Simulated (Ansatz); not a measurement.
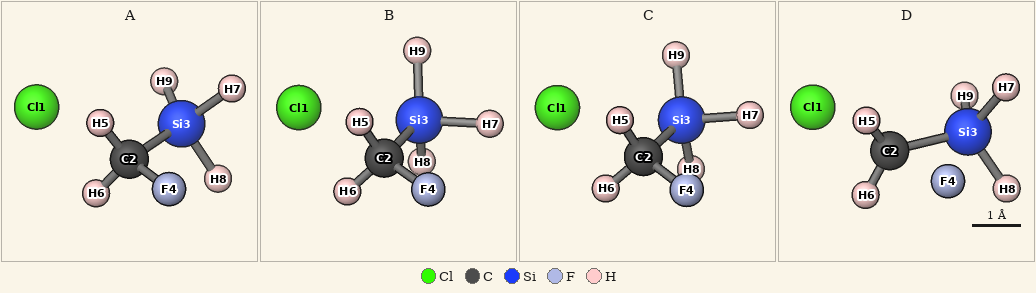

4 geometries from a converged minimum-energy path of CH5ClFSi (charge −1), shuffled. A ball-and-stick model, seen from a free direction.

Method: Ansatz, UKS LDA/6-31G*. Settings: 9 movable images; climbing image; force threshold 0.05 eV/Å; iteration limit 60; starting path through a guess of the saddle point.

Which frame is the transition state?

D. In order along the path, whose images run from 0 to 10: D (image 2, +85.6 kJ/mol), A (image 5, +19.1 kJ/mol), C (image 8, −0.2 kJ/mol), B (image 9, −6.0 kJ/mol). Breaking: Cl1–C2 (1.82 → 2.40 at the top → 2.89 Å), Si3–F4 (1.72 → 2.08 at the top → 2.79 Å). Forming: C2–F4 (2.38 → 1.75 at the top → 1.39 Å).

Limits of the set-up: the basis has no diffuse functions, which an anion needs.

Cost: 3.8 min on 2 threads of Arm Neoverse N1, on a shared host, peak memory 0.13 GiB.
